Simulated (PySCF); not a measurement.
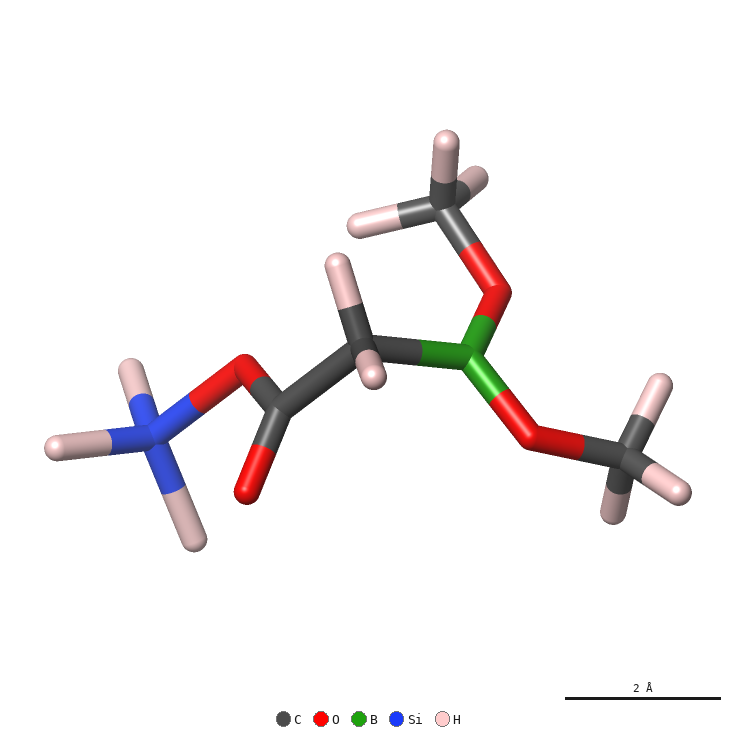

Rendered structure (stick style).

The computed structure is the end point of a PBE0-D3(BJ)/def2-SVP optimisation. No frequency run is at hand to confirm it as a minimum.

> What is the molecular formula?

C4H11BO4Si, 21 atoms: 4 carbon, 11 hydrogen, 1 boron, 4 oxygen and 1 silicon.

> Name some functional groups or characteristic bonds that it holds.

Among them: Si–H bond, Si–O bond.

> What is its SMILES?

COB(CC(=O)O[SiH3])OC

> Does it have rings?

It has no ring.

> Count the bonded pairs by element.

8 C–H, 4 C–O, 3 Si–H, 2 B–O, 1 C–B, 1 C–C, 1 O–Si.

The parts below concern this one geometry. Atoms keep their numbers from picture to picture.

**Symmetry**

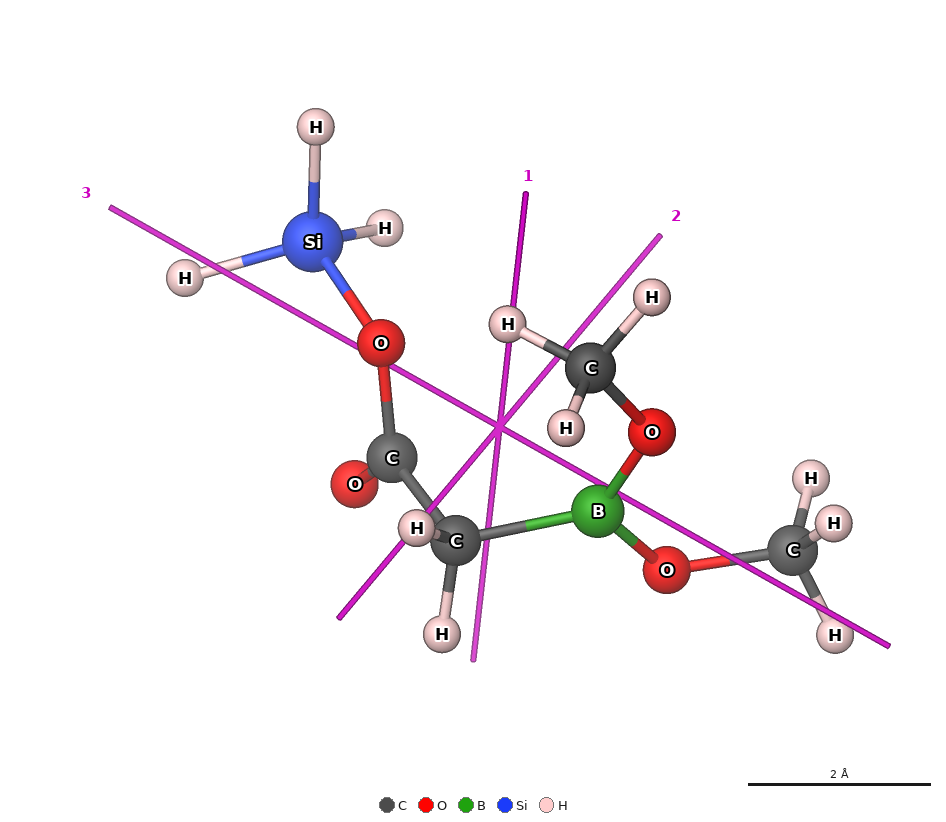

The three principal axes of inertia are drawn and numbered. Depth is shown by fading: the farther an atom, the more it takes the colour of the background. No frequency run is at hand to confirm it as a minimum. Masses are those of the most abundant isotopes; constants are for the rigid equilibrium geometry.

> Which line is the a axis (least moment of inertia), which b and which c?

a is line 3, b is line 1, c is line 2; the moments are 299, 787, 913 u Å².

> Classify the rotor and give the rotational constants (GHz).

An asymmetric top (C1): A = 1.69, B = 0.642, C = 0.554 GHz. Ray's parameter κ is −0.85, nearer the prolate limit.

**Electronic properties**

No frequency run is at hand to confirm it as a minimum. Method: CAM-B3LYP/def2-SVPD, gas phase (PySCF 2.14.0). Excitations: vertical, linear response.

What does the calculation give?

- dipole moment: 3.04 D
- HOMO energy (Kohn–Sham orbital): −9.60 eV
- LUMO energy (Kohn–Sham orbital): 0.71 eV
- HOMO–LUMO gap: 10.31 eV
- mean static polarisability: 101.1 bohr³
- lowest vertical singlet excitation: 5.88 eV
- its oscillator strength: 0.004
- brightest of the 10 lowest singlets: 7.97 eV
- its oscillator strength: 0.08

**Charges**

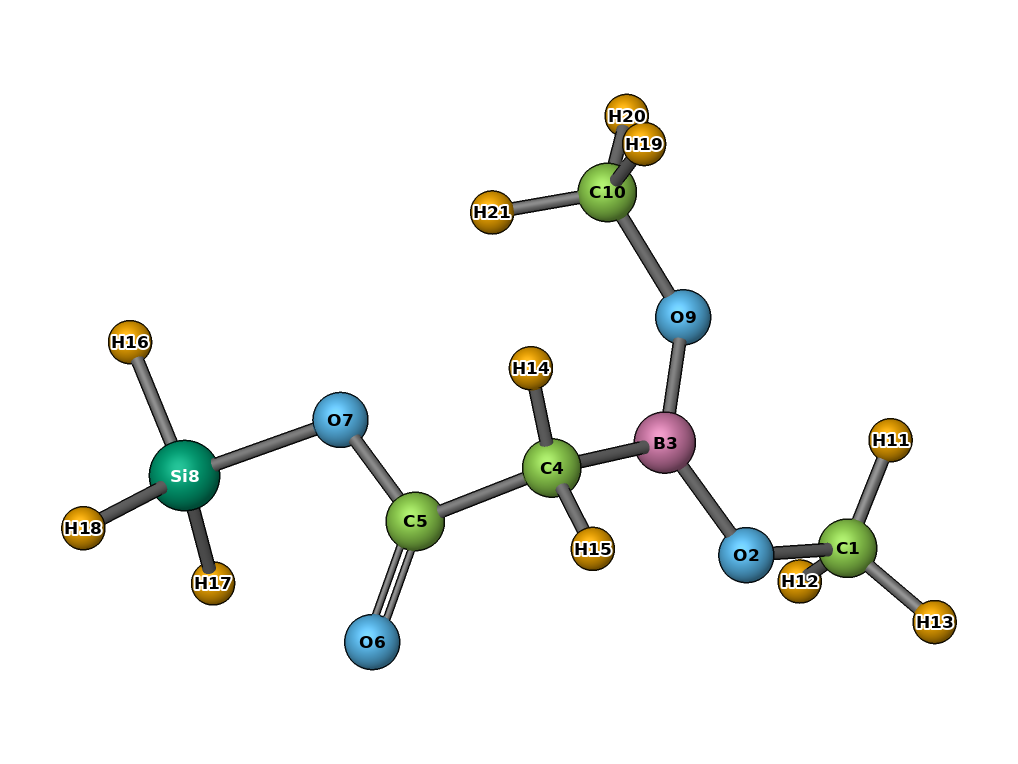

The questions are on ESP-fitted charges. No frequency run is at hand to confirm it as a minimum. Method: PBE0/pcSseg-1, gas phase (PySCF 2.14.0).

> Which atom carries the highest charge (most positive or least negative)?

B3 (0.89 e).

> And the lowest?

C4 (−0.81 e).

List the ESP-fitted charges.

```json
{"atom": "C1", "value (e)": "−0.13"}
{"atom": "O2", "value (e)": "−0.47"}
{"atom": "B3", "value (e)": "0.89"}
{"atom": "C4", "value (e)": "−0.81"}
{"atom": "C5", "value (e)": "0.84"}
{"atom": "O6", "value (e)": "−0.54"}
{"atom": "O7", "value (e)": "−0.43"}
{"atom": "Si8", "value (e)": "0.50"}
{"atom": "O9", "value (e)": "−0.41"}
{"atom": "C10", "value (e)": "−0.15"}
{"atom": "H11", "value (e)": "0.06"}
{"atom": "H12", "value (e)": "0.10"}
{"atom": "H13", "value (e)": "0.13"}
{"atom": "H14", "value (e)": "0.19"}
{"atom": "H15", "value (e)": "0.19"}
{"atom": "H16", "value (e)": "−0.10"}
{"atom": "H17", "value (e)": "−0.08"}
{"atom": "H18", "value (e)": "−0.08"}
{"atom": "H19", "value (e)": "0.09"}
{"atom": "H20", "value (e)": "0.12"}
{"atom": "H21", "value (e)": "0.07"}
```

**NMR shielding**

The questions are on isotropic NMR shieldings of the O atoms. No frequency run is at hand to confirm it as a minimum. Method: GIAO CAM-B3LYP/pcSseg-1 NMR shielding, non-relativistic, gas phase (PySCF 2.14.0).

Give the isotropic NMR shieldings of the O atoms atom by atom.

| atom | σ (ppm) |
| --- | --- |
| O2 | 228.6 |
| O6 | −129.9 |
| O7 | 135.1 |
| O9 | 230.4 |
